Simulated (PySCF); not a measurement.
SMILES COC(=O)C[SiH2]B(O)O (C₃H₉BO₄Si) at its GFN2-xTB optimised geometry (Å):

```
18

C      1.6234    -3.2025    -1.9688
O      2.0298    -2.2305    -1.0163
C      1.0778    -1.7463    -0.2122
O     -0.0789    -2.1205    -0.2760
C      1.5711    -0.6813     0.6762
Si     0.8868     1.0129     0.0000
B     -1.0965     1.0129     0.0000
O     -1.8957    -0.0735     0.0012
O     -1.6951     2.2305     0.0000
H      2.5018    -3.4242    -2.5691
H      1.2679    -4.1034    -1.4643
H      0.8189    -2.8095    -2.5936
H      2.6552    -0.6859     0.7031
H      1.1763    -0.8300     1.6784
H      1.5634     1.9913     0.8677
H      1.5435     1.1626    -1.3141
H     -1.4643    -0.9402    -0.0256
H     -2.6552     2.1992    -0.0017
```

Calculation: PBE0/def2-SVP (PySCF). Cells within 0.4 Å of a nucleus heavier than hydrogen are left out (blank, or x).

Map of the electrostatic potential (hartree/e), clipped to [-0.08, 0.12] on the plane z = 0.0 Å:

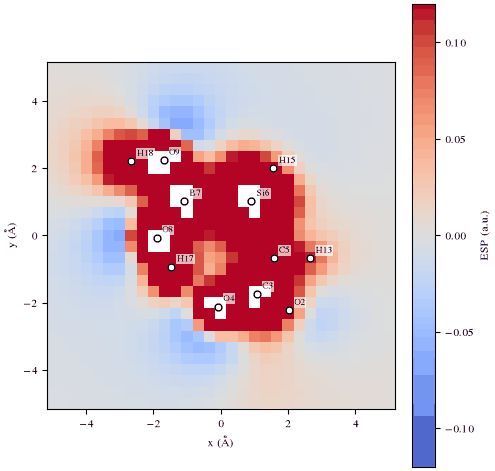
*Electrostatic potential (hartree/e), clipped to [-0.08, 0.12] on the plane z = 0.0 Å.*
